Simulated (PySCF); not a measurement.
# C$_{3}$HGeN$_{3}$O$_{3}$ (SMILES [H][Ge]([N]=C=O)([N]=C=O)[N]=C=O): what the fields show

The calculation's input:

```
{"job": {"kind": "uv", "xc": "PBE0", "basis": "def2-SVPD", "ip": true, "nstates": 15}, "charge": 0, "multiplicity": 1}
Ge     0.124051     0.068849     0.946997
H      0.407325     0.097432     2.434946
N      1.644468     0.024813    -0.006623
C      2.563421    -0.269272    -0.719208
O      3.472006    -0.526318    -1.402405
N     -0.783744     1.538081     0.456149
C     -1.304261     2.348563    -0.261862
O     -1.822118     3.160436    -0.917523
N     -0.862053    -1.377752     0.531857
C     -1.400790    -2.175595    -0.188875
O     -1.940235    -2.974737    -0.842563
```

Launched as:

```sh
OMP_NUM_THREADS=1 python probes_run.py task.json out
```

Geometry: PBE0-D3(BJ)/def2-SVP.

All numbers below come from PySCF 2.14.0, PBE0/def2-SVPD, SCF density, gas phase.

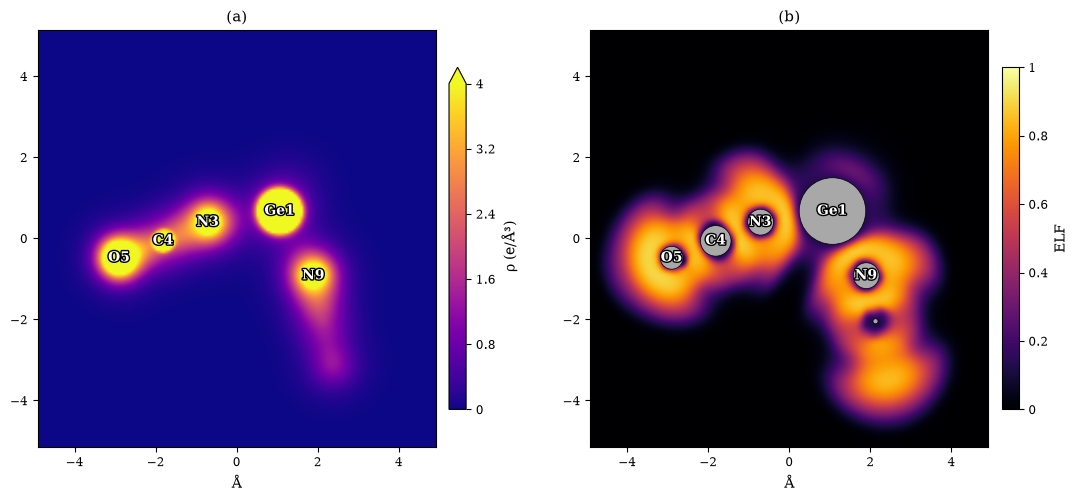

Figure 1. (a) total electron density; (b) electron localisation function on the plane of atoms N3, Ge1 and N9. Grey discs cover the atomic cores in the ELF map.

Q: Interpret the plot.

A: Atoms in the plane: Ge, N, C and O. C–O (1.17 Å): ρ at the midpoint is about 3.6 e/Å³; the ELF peaks at about 0.85 between the atoms (a short, multiple covalent bond). C–N (1.20 Å): the density is about 3 e/Å³ at the midpoint; the ELF peaks at about 0.85 between the atoms (a short, multiple covalent bond). Ge–N (1.80 Å): ρ is about 0.97 e/Å³ halfway; the ELF peaks at about 0.85 in the valence shell of N, 0.6 Å from its nucleus, and is about 0.40 at the midpoint. The ELF also peaks beside O11, O5, N9 and N3, away from the bonds: lone-pair regions.

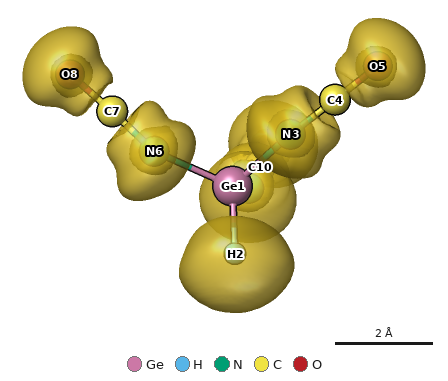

Figure 2. Isosurface of the electron localisation function at 0.75 (yellow), seen from one side. Core shells and regions of very low density are left out.

Q: Identify the bonds, lone pairs and shells in this picture.

A: The ELF exceeds this value in one region around a hydrogen nucleus, three regions on N in which the atom's valence shell and bonds are merged and three regions on O in which the atom's valence shell and bonds are merged. Along the contacts the grid gives the following. C–O (1.16 Å): the ELF peaks at about 0.85 between the atoms; a short, multiple covalent bond.

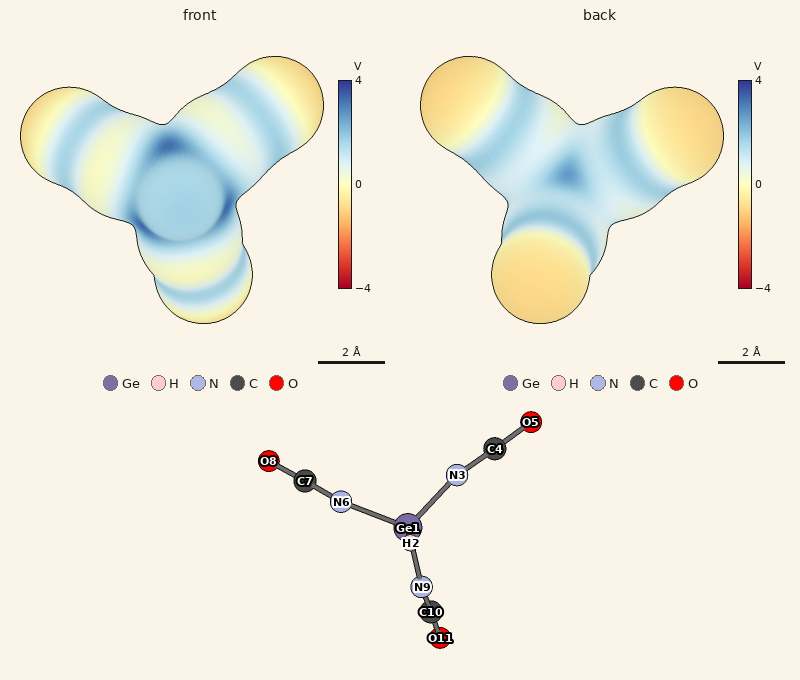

Figure 3. The electrostatic potential painted on the density surface at 0.004 e/bohr³, seen from the front and from behind; the colour scale runs from red (negative) to blue (positive). The bare structure is drawn below in the same view.

Q: Describe the electrostatic potential map.

A: The most negative region (about −0.9 V) lies over O5, O8 and O11, the most positive (about +3.1 V) over Ge1.

Q: What dipole moment does the calculation give?

A: Its dipole moment is 2.99 D.
